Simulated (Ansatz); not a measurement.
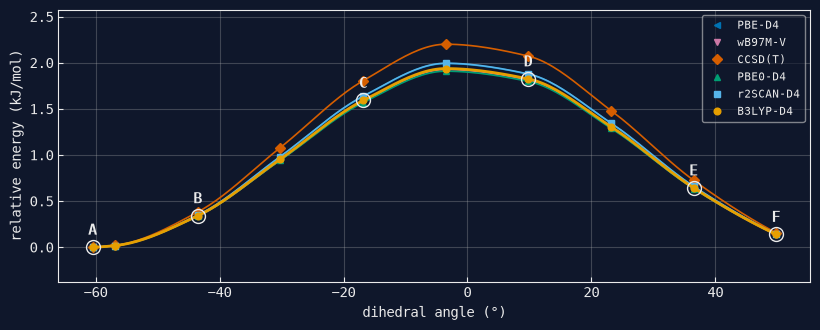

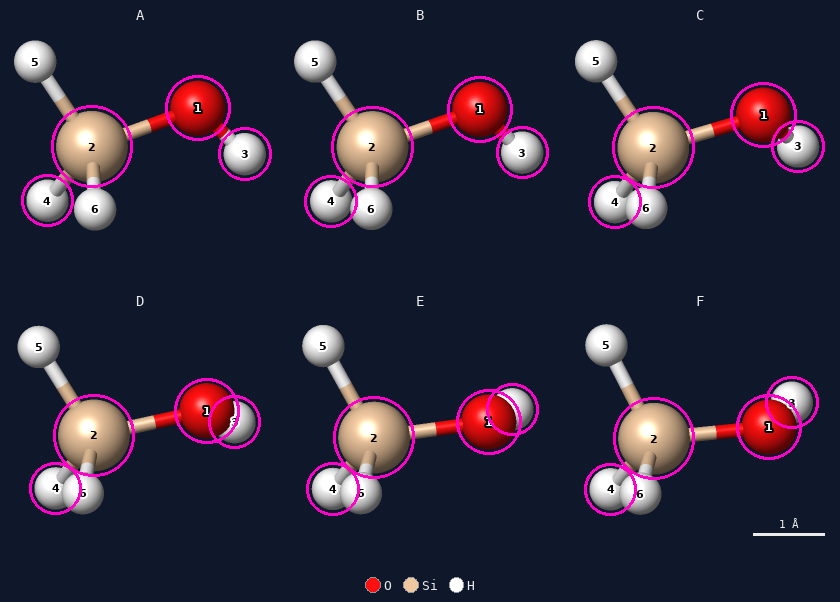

Energy scan for SiH4O, in which the H3–O1–Si2–H4 dihedral angle is varied, with all other coordinates relaxed. The lettered frames are marked on the plot, at the values of B3LYP-D4. The picture is a ball-and-stick view, seen at a tilt. The ringed atoms are those of the scanned coordinate.

Computed with Ansatz: B3LYP-D4, r2SCAN-D4, PBE0-D4, CCSD(T), wB97M-V, PBE-D4, basis def2-TZVPP, on geometries relaxed under the constraint at PBE0-D4/def2-TZVP. Coupled cluster with a frozen core. Energies are counted from the PBE0-D4/def2-TZVP minimum geometry at the same level.

### Read off the main features of the energy profile.

With B3LYP-D4: of the computed points the lowest is at the dihedral −60.5°, 0.00 kJ/mol. A local maximum lies at −3.5° (1.94 kJ/mol). The highest point, at −3.5°, lies 1.94 kJ/mol above the lowest and gives the barrier to rotation to within the spacing of the points. At −3.5° the levels give PBE0-D4 1.91 kJ/mol, wB97M-V 1.93 kJ/mol, B3LYP-D4 1.94 kJ/mol, PBE-D4 1.99 kJ/mol, r2SCAN-D4 1.99 kJ/mol, CCSD(T) 2.20 kJ/mol. Closest to CCSD(T) there is r2SCAN-D4.
